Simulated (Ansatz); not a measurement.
```xyz
6

Hf    0.0326    0.0000    0.6568
Cl   -1.7655    0.0000    2.4717
Cl    2.3317    0.0000    0.0897
Cl   -0.7397    1.9191   -0.4402
Cl   -0.7397   -1.9191   -0.4402
Cl    0.8832    0.0000    3.0247
```

Core potentials replace the inner electrons of Hf.

All numbers below come from UKS PBE/def2-SVP (Ansatz).

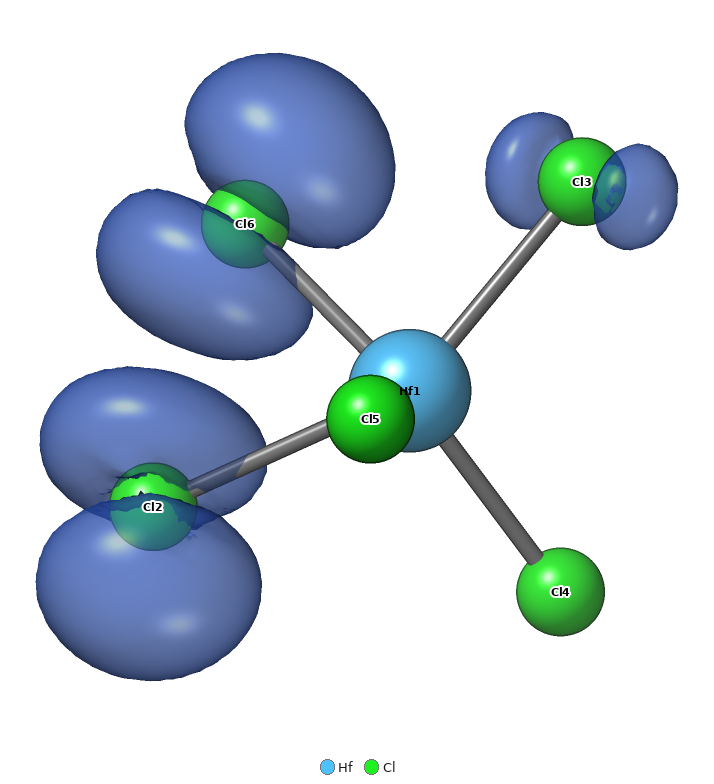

Cl$_{5}$Hf (doublet). Isosurfaces of the spin density at +0.015 (blue) and −0.015 e/Å³ (red), seen at a tilt.

Q: Where is the unpaired spin?

A: The unpaired spin (1 electron) lies mostly on Cl2 (about 0.5) and Cl6 (about 0.5), in electrons by Hirshfeld's partition.
